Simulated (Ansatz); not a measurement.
Base system: WS2 in the 2H-MoS2 type structure (space group P6_3/mmc, No. 194; a = 3.1541 Å, c = 12.1373 Å; layered, stacked along the Cartesian z axis).

Structures relaxed with Kohn–Sham DFT with the PBE-D3(BJ) functional, run in Ansatz (a first-principles code) with PAW and 420 eV plane waves, no spin-orbit coupling.

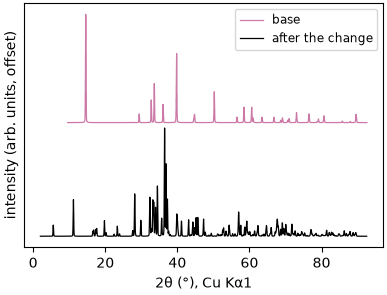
Figure. Simulated powder patterns before (top) and after one change

Q: Which change produced these results?
(A) x(Pb) = 0.75, 12 atoms, P2/m
(B) x(Pb) = 0.25, 12 atoms, P2_1/m
(C) x(Pb) = 0.5, 12 atoms, Pmma

A: A, x(Pb) = 0.75, 12 atoms, P2/m. Its volume per atom is 22.82 Å³ against 17.43 Å³, and its space group is P2/m (No. 10).

Each cell is one ordered arrangement of few atoms, which overstates ordering effects compared with a random alloy. Whether these cells are dynamically stable was not tested. All final runs are without spin polarisation. Pb3W2S has a high density of states at the Fermi level and may be magnetic at this level. Under x(Pb) = 0.75, 12 atoms, P2/m and x(Pb) = 0.5, 12 atoms, Pmma the cell changed shape so far that it is another structure. The program warned that a D3 coordination switch lies within reach, so dispersion energies are less smooth here.
